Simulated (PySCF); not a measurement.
# SiH2 (SMILES [SiH2]): M06-2X/SBKJC (core potential)

Aim: the energy change on altering one bond length of SiH2 at M06-2X/SBKJC (core potential), from 2 runs. 

The results are computed with PySCF 2.14.0.

8 further runs of the same task are left out: 8 set aside as unsound or not needed.

### 1 The structure to begin with

The species is SiH2 (3 atoms), meant as a singlet with charge 0. SMILES: `[SiH2]`. The shape is that of a PBE0-D4/def2-TZVP optimisation.

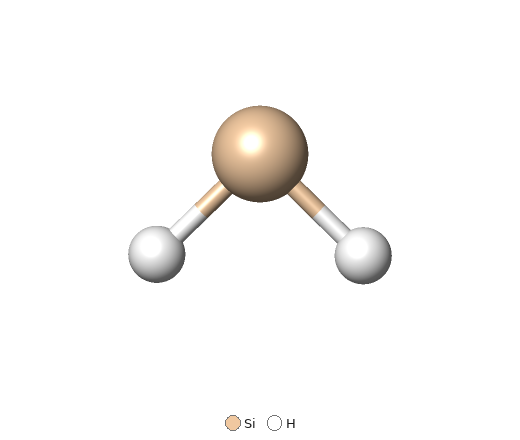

Viewed from a chosen angle; silicon light orange, hydrogen white.

### 2 A single-point energy at M06-2X/SBKJC (core potential)

geometry.xyz

```xyz
3
H2Si
Si    -0.491200     0.468600    -0.213600
H      0.840300     0.578600     0.522500
H     -0.349100    -1.047200    -0.308900
```

job.py

```python
# [SiH2]
from pyscf import gto, dft

mol = gto.M(
    atom='geometry.xyz',
    basis='sbkjc',
    max_memory=1860,
    verbose=4,
    ecp={'Si': 'sbkjc'},
    spin=0,
)

mf = dft.RKS(mol, xc='m06-2x')
mf.grids.level = 5
mf.conv_tol = 1e-10
mf.kernel()
if not mf.converged:
    mf = mf.newton().run(mf.mo_coeff, mf.mo_occ)

etot = mf.e_tot
print('E(%s) = %.9f' % ('M06-2X', etot))
```

Launch:

```bash
$ OMP_NUM_THREADS=1 python job.py
```

The log of the run:

```text
PySCF version 2.14.0

[INPUT] num. atoms = 3
[INPUT] num. electrons = 6
[INPUT] charge = 0
[INPUT] spin (= nelec alpha-beta = 2S) = 0
[INPUT] symmetry False subgroup None
[INPUT] Mole.unit = angstrom
[INPUT] Symbol           X                Y                Z      unit          X                Y                Z       unit  Magmom
[INPUT]  1 Si    -0.491200000000   0.468600000000  -0.213600000000 AA   -0.928233472386   0.885525661971  -0.403645500207 Bohr   0.0
[INPUT]  2 H      0.840300000000   0.578600000000   0.522500000000 AA    1.587936862472   1.093395535673   0.987381900085 Bohr   0.0
[INPUT]  3 H     -0.349100000000  -1.047200000000  -0.308900000000 AA   -0.659703390086  -1.978921197645  -0.583736399878 Bohr   0.0

nuclear repulsion = 3.01808854715527
number of shells = 8
number of NR pGTOs = 22
number of NR cGTOs = 12
basis = sbkjc
ecp = {'Si': 'sbkjc'}

******** <class 'pyscf.dft.rks.RKS'> ********
method = RKS
initial guess = minao
damping factor = 0
level_shift factor = 0
DIIS = <class 'pyscf.scf.diis.CDIIS'>
diis_start_cycle = 1
diis_space = 8
diis_damp = 0
SCF conv_tol = 1e-10
SCF conv_tol_grad = None
SCF max_cycles = 50
direct_scf = True
direct_scf_tol = 1e-13
XC library pyscf.dft.libxc version 7.0.0
    S. Lehtola, C. Steigemann, M. J.T. Oliveira, and M. A.L. Marques.,  SoftwareX 7, 1–5 (2018)
XC functionals = m06-2x
    Y. Zhao and D. G. Truhlar.,  Theor. Chem. Acc. 120, 215 (2008)
    Y. Zhao and D. G. Truhlar.,  Theor. Chem. Acc. 120, 215 (2008)
radial grids:
    Treutler-Ahlrichs [JCP 102, 346 (1995); DOI:10.1063/1.469408] (M4) radial grids

becke partition: Becke, JCP 88, 2547 (1988); DOI:10.1063/1.454033
pruning grids: <function nwchem_prune>
grids dens level: 5
symmetrized grids: False
atomic radii adjust function: <function treutler_atomic_radii_adjust>
small_rho_cutoff = 0
Set gradient conv threshold to 1e-05
Initial guess from minao.
tot grids = 90632
init E= -4.44103299865819
  HOMO = -0.164356480881596  LUMO = -0.0596696304524411  gap/eV = 2.84867
cycle= 1 E= -4.91392968773559  delta_E= -0.473  |g|= 0.145  |ddm|= 1.86
  HOMO = -0.308119243915806  LUMO = -0.116437603631487  gap/eV = 5.21592
cycle= 2 E= -4.92653161267065  delta_E= -0.0126  |g|= 0.0451  |ddm|= 0.423
  HOMO = -0.28041343522504  LUMO = -0.0889313307581725  gap/eV = 5.21049
cycle= 3 E= -4.92758427228875  delta_E= -0.00105  |g|= 0.00292  |ddm|= 0.0961
  HOMO = -0.279153589021167  LUMO = -0.0872949310387332  gap/eV = 5.22074
cycle= 4 E= -4.92758863396153  delta_E= -4.36e-06  |g|= 0.000343  |ddm|= 0.00647
  HOMO = -0.279152124279872  LUMO = -0.0873046084593023  gap/eV = 5.22044
cycle= 5 E= -4.92758873195766  delta_E= -9.8e-08  |g|= 3.02e-05  |ddm|= 0.00114
  HOMO = -0.279145794780099  LUMO = -0.0873027595052918  gap/eV = 5.22031
cycle= 6 E= -4.92758873275416  delta_E= -7.97e-10  |g|= 1.37e-06  |ddm|= 0.000132
  HOMO = -0.279146539775398  LUMO = -0.0873028922232952  gap/eV = 5.22033
cycle= 7 E= -4.92758873275626  delta_E= -2.09e-12  |g|= 1.86e-07  |ddm|= 8.7e-06
  HOMO = -0.279146503754346  LUMO = -0.0873029053076781  gap/eV = 5.22033
Extra cycle  E= -4.92758873275629  delta_E= -3.91e-14  |g|= 3.99e-08  |ddm|= 9.87e-07
converged SCF energy = -4.92758873275629
E(M06-2X) = -4.927588733
```

It took 1.2 s on 1 thread of Arm Neoverse V2, shared host; peak memory 0.15 GiB.

### 3 The distorted shape at the same level

input.py

```python
from pyscf import gto, dft

mol = gto.M(
    atom='''
Si      -0.604883       1.681273      -0.137358
H        0.726617       1.791273       0.598742
H       -0.349100      -1.047200      -0.308900
''',
    ecp={'Si': 'sbkjc'},
    basis='sbkjc',
    max_memory=1860,
    charge=0,
    verbose=4,
)

ks = dft.RKS(mol, xc='m06-2x')
ks.conv_tol = 1e-10
ks.grids.level = 5
ks.kernel()
if not ks.converged:
    ks = ks.newton().run(ks.mo_coeff, ks.mo_occ)

etot = ks.e_tot
print('E = %.10f Eh' % etot)
```

Launch:

```bash
$ OMP_NUM_THREADS=1 python input.py
```

The log of the run:

```text
PySCF version 2.14.0

[INPUT] num. atoms = 3
[INPUT] num. electrons = 6
[INPUT] charge = 0
[INPUT] spin (= nelec alpha-beta = 2S) = 0
[INPUT] symmetry False subgroup None
[INPUT] Mole.unit = angstrom
[INPUT] Symbol           X                Y                Z      unit          X                Y                Z       unit  Magmom
[INPUT]  1 Si    -0.604883000000   1.681273000000  -0.137358000000 AA   -1.143063207405   3.177145510626  -0.259569001018 Bohr   0.0
[INPUT]  2 H      0.726617000000   1.791273000000   0.598742000000 AA    1.373107127453   3.385015384328   1.131458399274 Bohr   0.0
[INPUT]  3 H     -0.349100000000  -1.047200000000  -0.308900000000 AA   -0.659703390086  -1.978921197645  -0.583736399878 Bohr   0.0

nuclear repulsion = 2.32555867505415
number of shells = 8
number of NR pGTOs = 22
number of NR cGTOs = 12
basis = sbkjc
ecp = {'Si': 'sbkjc'}

******** <class 'pyscf.dft.rks.RKS'> ********
method = RKS
initial guess = minao
damping factor = 0
level_shift factor = 0
DIIS = <class 'pyscf.scf.diis.CDIIS'>
diis_start_cycle = 1
diis_space = 8
diis_damp = 0
SCF conv_tol = 1e-10
SCF conv_tol_grad = None
SCF max_cycles = 50
direct_scf = True
direct_scf_tol = 1e-13
XC library pyscf.dft.libxc version 7.0.0
    S. Lehtola, C. Steigemann, M. J.T. Oliveira, and M. A.L. Marques.,  SoftwareX 7, 1–5 (2018)
XC functionals = m06-2x
    Y. Zhao and D. G. Truhlar.,  Theor. Chem. Acc. 120, 215 (2008)
    Y. Zhao and D. G. Truhlar.,  Theor. Chem. Acc. 120, 215 (2008)
radial grids:
    Treutler-Ahlrichs [JCP 102, 346 (1995); DOI:10.1063/1.469408] (M4) radial grids

becke partition: Becke, JCP 88, 2547 (1988); DOI:10.1063/1.454033
pruning grids: <function nwchem_prune>
grids dens level: 5
symmetrized grids: False
atomic radii adjust function: <function treutler_atomic_radii_adjust>
small_rho_cutoff = 0
Set gradient conv threshold to 1e-05
[... 1 set-up line as earlier in the session ...]
tot grids = 90632
init E= -4.34457625346512
  HOMO = -0.179918245217759  LUMO = -0.0527073055887545  gap/eV = 3.46159
cycle= 1 E= -4.72317878540972  delta_E= -0.379  |g|= 0.317  |ddm|= 1.86
  HOMO = -0.223651910340555  LUMO = -0.192561185746453  gap/eV = 0.84602
cycle= 2 E= -4.66326915215333  delta_E= 0.0599  |g|= 0.377  |ddm|= 1.44
  HOMO = -0.244401492986107  LUMO = -0.0998725065964521  gap/eV = 3.93283
cycle= 3 E= -4.82762555798973  delta_E= -0.164  |g|= 0.0277  |ddm|= 0.878
  HOMO = -0.257849320207618  LUMO = -0.105479425409482  gap/eV = 4.14620
cycle= 4 E= -4.82830682521169  delta_E= -0.000681  |g|= 0.00616  |ddm|= 0.0627
  HOMO = -0.256627156899431  LUMO = -0.10589180688569  gap/eV = 4.10172
cycle= 5 E= -4.8283419928581  delta_E= -3.52e-05  |g|= 0.000815  |ddm|= 0.0157
  HOMO = -0.256513893833204  LUMO = -0.106153840967318  gap/eV = 4.09151
cycle= 6 E= -4.82834283985633  delta_E= -8.47e-07  |g|= 8.76e-05  |ddm|= 0.00311
  HOMO = -0.256516772424303  LUMO = -0.106150299837081  gap/eV = 4.09168
cycle= 7 E= -4.82834285348299  delta_E= -1.36e-08  |g|= 2.83e-05  |ddm|= 0.000374
  HOMO = -0.256524545373865  LUMO = -0.106146703234981  gap/eV = 4.09199
cycle= 8 E= -4.8283428542216  delta_E= -7.39e-10  |g|= 4.18e-06  |ddm|= 7.12e-05
  HOMO = -0.256524482026848  LUMO = -0.106145660750694  gap/eV = 4.09202
cycle= 9 E= -4.82834285423749  delta_E= -1.59e-11  |g|= 6.05e-07  |ddm|= 1.33e-05
  HOMO = -0.256524712077575  LUMO = -0.106145510126077  gap/eV = 4.09203
Extra cycle  E= -4.82834285423746  delta_E= 2.4e-14  |g|= 6.97e-07  |ddm|= 2.42e-06
converged SCF energy = -4.82834285423746
E = -4.8283428542 Eh
```

Wall time 1.3 s (1 thread of Arm Neoverse V2, shared host); peak memory 0.15 GiB.

### 4 Results

Level: M06-2X/SBKJC (core potential).

| quantity | value |
| --- | --- |
| first shape: total energy | -4.92759 Eh |
| first shape: dipole moment | 1.16 D |
| first shape: HOMO energy | -7.60 eV |
| first shape: LUMO energy | -2.38 eV |
| first shape: HOMO–LUMO gap | 5.22 eV |
| distorted shape: total energy | -4.82834 Eh |
| distorted shape: dipole moment | 2.14 D |
| distorted shape: HOMO energy | -6.98 eV |
| distorted shape: LUMO energy | -2.89 eV |
| distorted shape: HOMO–LUMO gap | 4.09 eV |
| energy change with the Si1–H3 bond stretched from 1.525 to 2.746 Å | 2.701 eV |

In words: With the Si1–H3 bond stretched from 1.525 to 2.746 Å the energy rises by 2.70 eV (261 kJ/mol). The first shape isn't relaxed at this level, so the change isn't measured from a minimum. A restricted reference can't describe the breaking bond well at this length.
